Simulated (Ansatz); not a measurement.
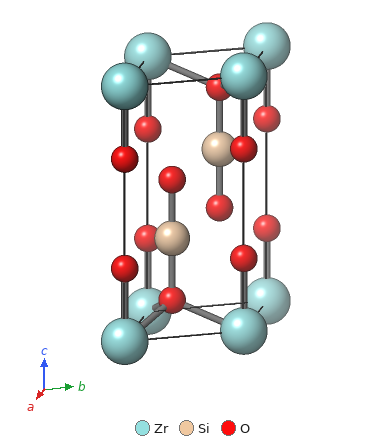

Shown here is a ball-and-stick view of the crystal, taken slightly off an axis. One simulation cell is framed, with atoms on its boundary repeated.

The run was set up as follows:
```yaml
crystal:
  lattice:
    - [3.5803680024, 0.0, 0.0]
    - [-1.7901840012, 3.100689645, 0.0]
    - [0.0, 0.0, 7.4484819053]
  atoms:
    - { symbol: Zr, position: [0.0, 0.0, 0.0] }
    - { symbol: Si, position: [0.3333333333, 0.6666666667, 0.6488988786] }
    - { symbol: Si, position: [0.6666666667, 0.3333333333, 0.3511011214] }
    - { symbol: O, position: [0.3333333333, 0.6666666667, 0.8913126418] }
    - { symbol: O, position: [0.6666666667, 0.3333333333, 0.5814892098] }
    - { symbol: O, position: [0.0, 0.0, 0.2850903219] }
    - { symbol: O, position: [0.0, 0.0, 0.7149096781] }
    - { symbol: O, position: [0.3333333333, 0.6666666667, 0.4185107902] }
    - { symbol: O, position: [0.6666666667, 0.3333333333, 0.1086873582] }
basis:
  ecutwfc: 420
kpoints:
  mp_grid: { grid: [12, 12, 4] }
  band_path:
    path:
      - [[0.0, 0.0, 0.0], [0.5, 0.0, 0.0], [0.33333333, 0.33333333, 0.0], [0.0, 0.0, 0.0], [0.0, 0.0, 0.5], [0.5, 0.0, 0.5], [0.33333333, 0.33333333, 0.5], [0.0, 0.0, 0.5]]
      - [[0.5, 0.0, 0.5], [0.5, 0.0, 0.0]]
      - [[0.33333333, 0.33333333, 0.5], [0.33333333, 0.33333333, 0.0]]
    npoints: 14
hamiltonian:
  xc: pbe
scf:
  occupations: { method: gaussian, width: 0.02 }
  n_extra_bands: 22
output:
  forces: true
  stress: true
  eigenvalues: true
  populations: true
  dos: { projected: true, de: 0.02, nscf_kmesh: { grid: [18, 18, 6] } }
  bader: true
  write_density: true
  write_potential: true
  elf: true
  volumetric_format: npy
```
Run as:
```sh
ansatz run input.yaml --threads 1 --pin off --max-ram 2560MiB --backend cpu --events-out ev --progress --plain --runs-dir out
```

Setup: DFT PBE, scalar-relativistic, plane waves, PAW in Ansatz; an energy cutoff of 420 eV, the zone sampled with 12×12×4 points, Gaussian smearing of 0.02 eV, no spin polarisation.

Q: How are the electrons shared out in a Bader analysis?

A: Zr +2.60 e; Si +3.05 e; O -1.53 to -1.38 e. The transfer is large, as in an ionic solid.

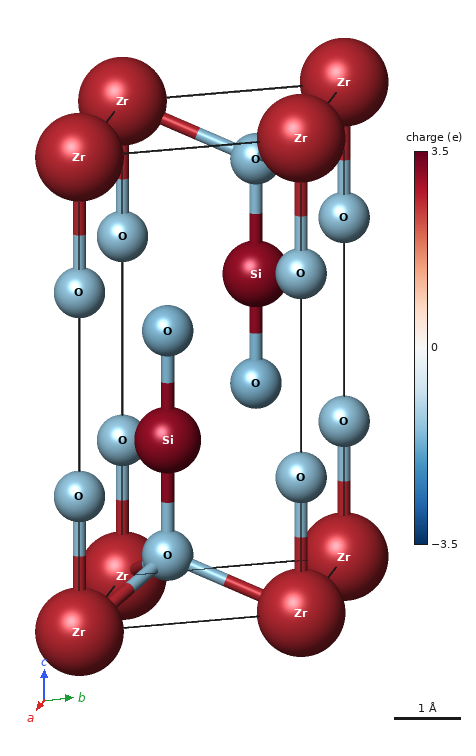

The atoms coloured by those charges.

The starting point was a structure type filled with these elements by a generator (whether the compound takes this form wasn't checked). Earlier steps of the study may have refined or changed the cell and positions. It went into a calculation with Ansatz.
